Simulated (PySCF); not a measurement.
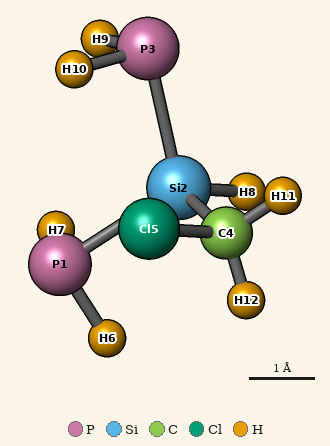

*The structure (ball-and-stick view, seen at a tilt; atoms are numbered from 1 in the order of the input).*

Bond lengths as drawn: C–Cl 1.79 Å, C–H 1.10 Å, C–Si 1.90 Å, H–P 1.43 Å, H–Si 1.50 Å and P–Si 2.26 Å.

# CH7ClP2Si: core-level calculation

- system: CH7ClP2Si, SMILES P[SiH](P)CCl
- method: delta-SCF UKS SCAN, pcX-1 on the ionised atom, pcseg-1 elsewhere, spin-free X2C (PySCF 2.14.0)

Figures and captions count atoms from 1; the log counts them from 0 in places.

What the program printed
```
ground state, core basis on atom 0 (P), 143 functions
  cycle   1  E = -1478.09758490  |g| = 2.76e-01
  cycle   2  E = -1478.09312572  |g| = 2.99e-01
  cycle   3  E = -1478.12273575  |g| = 4.73e-02
  cycle   4  E = -1478.12343426  |g| = 1.59e-02
  cycle   5  E = -1478.12352573  |g| = 4.57e-03
  cycle   6  E = -1478.12353341  |g| = 1.39e-03
  cycle   7  E = -1478.12353353  |g| = 4.59e-04
  E(ground) = -1478.17361194 Eh
hole in P 1s of atom 0
  cycle   1  E = -1397.95991608  |g| = 4.71e+00
  cycle   2  E = -1395.71717022  |g| = 2.66e+00
  cycle   3  E = -1389.56149024  |g| = 2.47e+00
[... 8 cycles left out ...]
  E(ion) = -1399.16534588 Eh   <S^2> = 0.7520   hole on atom = 1.000   binding energy = 2149.924 eV
hole in P 2p of atom 0
[... 11 cycles left out ...]
  E(ion) = -1473.14966644 Eh   <S^2> = 0.7537   hole on atom = 1.002   binding energy = 136.709 eV
  2p3/2 = 136.481 eV   2p1/2 = 137.368 eV
ground state, core basis on atom 1 (Si), 143 functions
[... 7 cycles left out ...]
  E(ground) = -1478.14371162 Eh
hole in Si 1s of atom 1
[... 10 cycles left out ...]
  E(ion) = -1410.28327183 Eh   <S^2> = 0.7529   hole on atom = 1.000   binding energy = 1846.577 eV
hole in Si 2p of atom 1
[... 9 cycles left out ...]
  E(ion) = -1474.20640548 Eh   <S^2> = 0.7524   hole on atom = 1.002   binding energy = 107.140 eV
  2p3/2 = 106.939 eV   2p1/2 = 107.559 eV
ground state, core basis on atom 3 (C), 131 functions
[... 6 cycles left out ...]
  E(ground) = -1478.08779766 Eh
hole in C 1s of atom 3
[... 11 cycles left out ...]
  E(ion) = -1467.36223394 Eh   <S^2> = 0.7766   hole on atom = 1.000   binding energy = 291.857 eV
ground state, core basis on atom 4 (Cl), 143 functions
[... 6 cycles left out ...]
  E(ground) = -1478.25449897 Eh
hole in Cl 1s of atom 4
[... 11 cycles left out ...]
  E(ion) = -1374.30456492 Eh   <S^2> = 0.7525   hole on atom = 1.000   binding energy = 2828.622 eV
hole in Cl 2p of atom 4
  cycle   1  E = -1470.12001117  |g| = 1.70e+00
  cycle   2  E = -1469.11816345  |g| = 1.54e+00
  cycle   3  E = -1470.00577725  |g| = 9.04e-01
  cycle   4  E = -1470.55334716  |g| = 2.01e-01
  cycle   5  E = -1470.57470043  |g| = 1.15e-01
  cycle   6  E = -1470.58205171  |g| = 1.97e-02
  cycle   7  E = -1470.58224677  |g| = 1.11e-02
  cycle   8  E = -1470.58234305  |g| = 2.25e-03
  cycle   9  E = -1470.58234703  |g| = 7.30e-04
  cycle  10  E = -1470.58234810  |g| = 2.14e-04
  E(ion) = -1470.65793392 Eh   <S^2> = 0.7516   hole on atom = 1.001   binding energy = 206.713 eV
  2p3/2 = 206.098 eV   2p1/2 = 207.742 eV
```

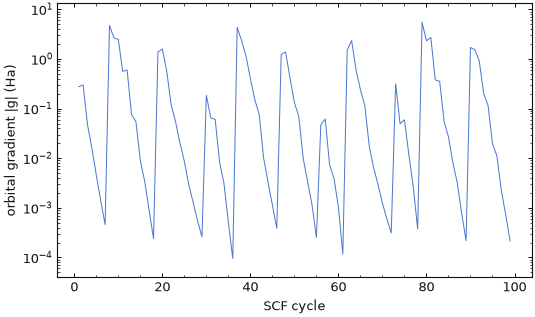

*Convergence of the self-consistent field: orbital gradient |g| against the SCF cycle.*

All cycles printed in the log are drawn one after another.

The run was set up as follows.

The input
```
{"job": {"kind": "xps", "basis": "pcX-1"}, "charge": 0, "multiplicity": 1}
P     -1.570324    -0.872696     0.993641
Si    -0.134906     0.052983    -0.492450
P      0.158656     2.262372    -0.113615
C      1.556634    -0.779599    -0.277904
Cl     2.132544    -0.578898     1.404932
H     -1.674875    -2.107082     0.275518
H     -2.709567    -0.304778     0.341713
H     -0.549878    -0.129458    -1.920276
H     -1.243691     2.537800    -0.074882
H      0.264325     2.080028     1.298783
H      2.303166    -0.329234    -0.948856
H      1.509665    -1.857463    -0.493297
```

The first line tells a small driver script what to run in PySCF; the rest is the geometry in Å.

Run as:
```bash
OMP_NUM_THREADS=1 python <driver script> task.json out
```

Results in brief

| quantity | value |
| --- | --- |
| outcome | converged |
| hardware | 1 CPU thread, shared host |
| wall time | 64 s |
| peak memory | 0.55 GiB |
